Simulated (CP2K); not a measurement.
**SiNH5F+ (SMILES [NH3+][SiH2]F): GFN0-xTB**

What is the energy difference between two shapes of SiNH5F+ at GFN0-xTB? 

Program for the calculation: CP2K 2026.2.

4 further runs of the same task are left out: 2 that didn't finish, 2 set aside as unsound or not needed.

## (1) The structure to begin with

The species is SiNH5F+ (8 atoms), meant as a singlet with charge +1. SMILES: `[NH3+][SiH2]F`. The coordinates come from a GFN2-xTB relaxation.

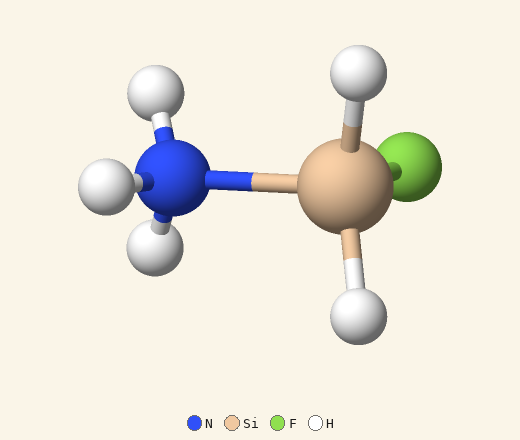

Viewed from a chosen angle; nitrogen blue, silicon light orange, fluorine green, hydrogen white.

## (2) Energy and forces at GFN0-xTB

Input file mol.inp:

```
&GLOBAL
  PROJECT mol
  RUN_TYPE ENERGY_FORCE
  PRINT_LEVEL MEDIUM
&END
&FORCE_EVAL
  METHOD QS
  &DFT
    CHARGE 1
    MULTIPLICITY 1
    &QS
      METHOD XTB
      EPS_DEFAULT 1.0E-10
      &XTB
        GFN_TYPE 0
        CHECK_ATOMIC_CHARGES F
      &END
    &END
    &POISSON
      PERIODIC NONE
      POISSON_SOLVER ANALYTIC
    &END
    &SCF
      SCF_GUESS ATOMIC
      EPS_SCF 1.0E-06
      MAX_SCF 150
      ADDED_MOS 8
      &DIAGONALIZATION
        ALGORITHM STANDARD
      &END
      &MIXING
        METHOD DIRECT_P_MIXING
        ALPHA 0.4
      &END
    &END
    &PRINT
      &MOMENTS
        PERIODIC F
        REFERENCE COM
        MAX_MOMENT 1
      &END
      &MO ON
        ENERGIES T
        OCCUPATION_NUMBERS T
        NDIGITS 6
        &EACH
          QS_SCF 0
        &END
        ADD_LAST NUMERIC
      &END
      &HIRSHFELD OFF
      &END
    &END
  &END
  &SUBSYS
    &CELL
      ABC [angstrom] 10.7 10.9 10.7
      PERIODIC NONE
    &END
    &COORD
      N     -0.535820     0.589390    -0.466360
      Si     0.506880    -0.604250     0.621480
      F      1.429750    -1.105450    -0.564460
      H     -1.007460     0.078820    -1.220220
      H      0.064380     1.284690    -0.922250
      H     -1.254260     1.099540     0.052300
      H      1.234300     0.284380     1.496420
      H     -0.437760    -1.627130     1.003090
    &END
    &TOPOLOGY
      &CENTER_COORDINATES
      &END
    &END
  &END
  &PRINT
    &FORCES ON
    &END
  &END
&END
```

Command:

```sh
$ OMP_NUM_THREADS=1 cp2k.psmp mol.inp > mol.out
```

What it wrote:

```text
CP2K| version string:                                       CP2K version 2026.2
[...]
 GLOBAL| Method name                                                        CP2K
[...]
 GLOBAL| Run type                                                   ENERGY_FORCE
[...]
                             - Atoms:                                          8
[...]
                             - Spherical basis functions:                     27
[...]
 Number of electrons:                                                         20
[...]
 TB_DIPOLE| Moment [Debye]         -3.81752365       3.20248417       0.53211227
 TB_DIPOLE| Derivative [a.u.]       0.00000000       0.00000000       0.00000000
[...]
 ENERGY| Total FORCE_EVAL ( QS ) energy [hartree]             -9.683174683146452
 FORCES| Atomic forces [hartree/bohr]
 FORCES|   Atom     x               y               z               |f|
 FORCES|      1  5.64283818E-03 -6.31605970E-03  5.26785016E-03   9.97419061E-03
 FORCES|      2 -2.00452843E-02  1.71370634E-02  1.58418454E-03   2.64197276E-02
 FORCES|      3  1.47402267E-02 -8.60757646E-03 -1.66382291E-02   2.38368480E-02
 FORCES|      4 -1.35641154E-03 -3.45327734E-03 -1.70142654E-03   4.08164537E-03
 FORCES|      5  3.50203955E-03  2.03394067E-03 -3.11051931E-04   4.06176673E-03
 FORCES|      6 -2.82746544E-03  1.72375398E-03  3.19419080E-03   4.60095028E-03
 FORCES|      7 -5.75947221E-04 -2.12200158E-03  4.07638271E-03   4.63157661E-03
 FORCES|      8  9.20004021E-04 -3.95842976E-04  4.52809934E-03   4.63754059E-03
 FORCES| Sum     1.09287579E-16 -2.39608680E-17  1.64798730E-17
 FORCES| Total atomic force                                       1.13090602E-16
[...]
```

It took 0.42 s on 1 thread of Arm Neoverse N1, shared host; peak memory 0.14 GiB.

## (3) The distorted shape

Input file qs.inp:

```
&GLOBAL
    PROJECT_NAME qs
    RUN_TYPE ENERGY_FORCE
    PRINT_LEVEL MEDIUM
&END

&FORCE_EVAL
    METHOD QS
    &DFT
        CHARGE 1
        &QS
            METHOD XTB
            EPS_DEFAULT 1.0E-10
            &XTB
                GFN_TYPE 0
                CHECK_ATOMIC_CHARGES F
            &END
        &END
        &POISSON
            PERIODIC NONE
            POISSON_SOLVER ANALYTIC
        &END
        &SCF
            SCF_GUESS ATOMIC
            EPS_SCF 1.0E-06
            MAX_SCF 150
            ADDED_MOS 8
            &DIAGONALIZATION
                ALGORITHM STANDARD
            &END
            &MIXING
                METHOD DIRECT_P_MIXING
                ALPHA 0.4
            &END
        &END
        &PRINT
            &MOMENTS
                PERIODIC F
                REFERENCE COM
                MAX_MOMENT 1
            &END
            &MO ON
                ENERGIES T
                OCCUPATION_NUMBERS T
                NDIGITS 6
                &EACH
                    QS_SCF 0
                &END
                ADD_LAST NUMERIC
            &END
            &HIRSHFELD OFF
            &END
        &END
    &END
    &SUBSYS
        &CELL
            ABC 10.7 11 10.9
            PERIODIC NONE
        &END
        &COORD
            N     -0.488698     0.653086    -0.518772
            Si     0.540011    -0.512720     0.644315
            F      1.471498    -1.122493    -0.643147
            H     -1.028845     0.059647    -1.353700
            H     -0.050924     1.406280    -0.874520
            H     -1.207302     1.202354    -0.049042
            H      1.126065     0.288211     1.499525
            H     -0.255475    -1.593976     1.037253
        &END
        &TOPOLOGY
            &CENTER_COORDINATES
            &END
        &END
    &END
    &PRINT
        &FORCES ON
        &END
    &END
&END
```

Command:

```sh
$ OMP_NUM_THREADS=1 cp2k.psmp -i qs.inp -o qs.out
```

What it wrote:

```text
CP2K| version string:                                       CP2K version 2026.2
[...]
 GLOBAL| Method name                                                        CP2K
[...]
 GLOBAL| Run type                                                   ENERGY_FORCE
[...]
                             - Atoms:                                          8
[...]
                             - Spherical basis functions:                     27
[...]
 Number of electrons:                                                         20
[...]
 TB_DIPOLE| Moment [Debye]         -4.38107883       4.16841117       1.65644564
 TB_DIPOLE| Derivative [a.u.]       0.00000000       0.00000000       0.00000000
[...]
 ENERGY| Total FORCE_EVAL ( QS ) energy [hartree]             -9.653223995868100
 FORCES| Atomic forces [hartree/bohr]
 FORCES|   Atom     x               y               z               |f|
 FORCES|      1 -6.29576063E-02 -9.18805360E-02  3.65743005E-04   1.11381448E-01
 FORCES|      2 -1.94461741E-02 -2.66898424E-02 -7.80226670E-02   8.47233023E-02
 FORCES|      3 -9.14246460E-03  8.99122031E-03  1.61898839E-02   2.06528216E-02
 FORCES|      4  3.01528173E-02  3.16185169E-02  4.18106802E-02   6.04735974E-02
 FORCES|      5  5.72167655E-02  5.87693151E-02 -4.56434605E-02   9.38664804E-02
 FORCES|      6 -1.71705109E-02 -8.91864201E-03  1.36250907E-02   2.36645667E-02
 FORCES|      7  3.39611148E-02  4.25932433E-02  4.53637542E-02   7.08901396E-02
 FORCES|      8 -1.26139416E-02 -1.44832751E-02  6.31097545E-03   2.02164584E-02
 FORCES| Sum    -1.28369537E-16  2.42861287E-17 -1.73472348E-18
 FORCES| Total atomic force                                       1.30658193E-16
[...]
```

It took 0.4 s on 1 thread of Arm Neoverse N1, shared host; peak memory 0.14 GiB.

## (4) Summary of results

Level: GFN0-xTB.

```
                                 quantity         value
                first shape: total energy   -9.68317 Eh
                 first shape: HOMO energy     -12.08 eV
                 first shape: LUMO energy      -6.77 eV
               first shape: HOMO–LUMO gap       5.31 eV
           first shape: dispersion energy  -3.06 kJ/mol
    first shape: largest force on an atom    1.359 eV/Å
            distorted shape: total energy   -9.65322 Eh
             distorted shape: HOMO energy     -12.07 eV
             distorted shape: LUMO energy      -7.00 eV
           distorted shape: HOMO–LUMO gap       5.07 eV
       distorted shape: dispersion energy  -3.05 kJ/mol
distorted shape: largest force on an atom    5.727 eV/Å
   energy change with the atoms displaced      0.815 eV
```

With the atoms displaced the energy rises by 0.81 eV (78.6 kJ/mol). The first shape isn't relaxed at this level, so the change isn't measured from a minimum. The largest force (first shape) is 1.36 eV/Å: the shape isn't a stationary point for this species at this level.
